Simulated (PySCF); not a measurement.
**C3H7FO2Si: density, localisation and related maps**

Input file:

```
{"job": {"kind": "nmr", "xc": "PBE0", "basis": "pcSseg-1", "pop": false}, "charge": 0, "multiplicity": 1}
O     -0.267300    -1.550600     0.567100
C     -0.123800    -0.551900    -0.051000
C      1.269000     0.007100    -0.305400
C      2.371500    -1.030700    -0.086700
F      3.661300    -0.434300    -0.288100
O     -1.138200     0.272300    -0.338800
Si    -2.772800     0.326900    -0.077300
H      1.534700     0.882900     0.323200
H      1.322800     0.359400    -1.375000
H      2.334700    -1.895100    -0.788000
H      2.299800    -1.361000     0.966900
H     -2.948300     1.704200    -0.257400
H     -3.410500    -0.396500    -1.187700
H     -3.195000    -0.280400     1.178000
```

Command:

```sh
OMP_NUM_THREADS=1 python probes_run.py task.json out
```

Geometry: GFN2-xTB, MD frame at 250 fs, 200 K.

Theory: PBE0/pcSseg-1, SCF density, gas phase, non-relativistic (PySCF 2.14.0).

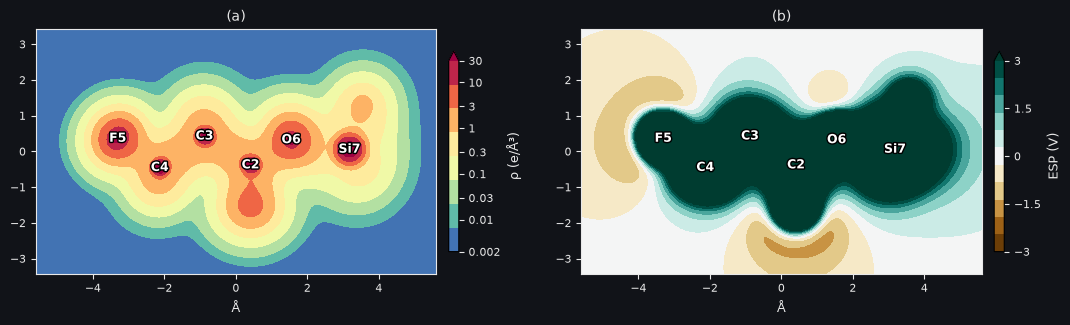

Figure 1. (a) total electron density; (b) molecular electrostatic potential on the plane of atoms C3, C4 and F5.

Q: What do the fields say about this system?

A:
- The section cuts through C, F, O and Si sites.
- C–F (1.44 Å): ρ is about 1.8 e/Å³ halfway, with its minimum of 1.5 e/Å³ about 0.5 Å from C.
- C–C (1.52 Å): the density is about 1.7 e/Å³ at the midpoint.
- Si–O (1.66 Å): ρ is about 1 e/Å³ halfway.
- C–O (1.34 Å): ρ is about 2.4 e/Å³ halfway.
- Outside the dense part of the molecule the potential is most negative (−1.5 V) near O1, which lies off the plane.

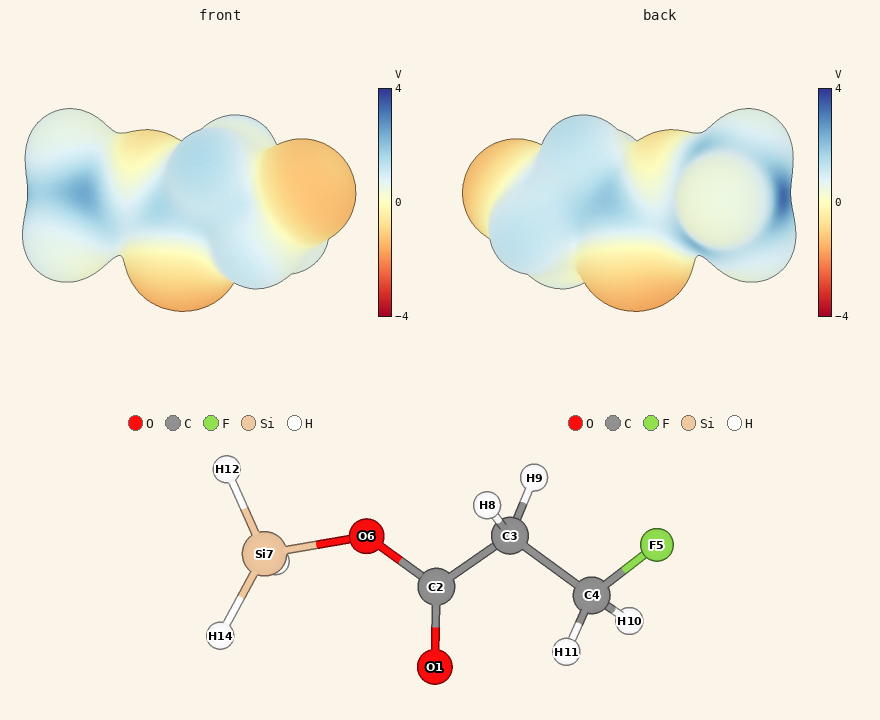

Figure 2. The electrostatic potential painted on the density surface at 0.004 e/bohr³, seen from the front and from behind; red is negative and blue positive. The bare structure is drawn below in the same view.

Q: Where is the surface potential most negative and most positive?

A: The most negative region (about −1.5 V) lies over O1, the most positive (about +2.9 V) over Si7. O1 is the likeliest acceptor of a hydrogen bond.

Q: What dipole moment does the calculation give?

A: Its dipole moment is 2.62 D.
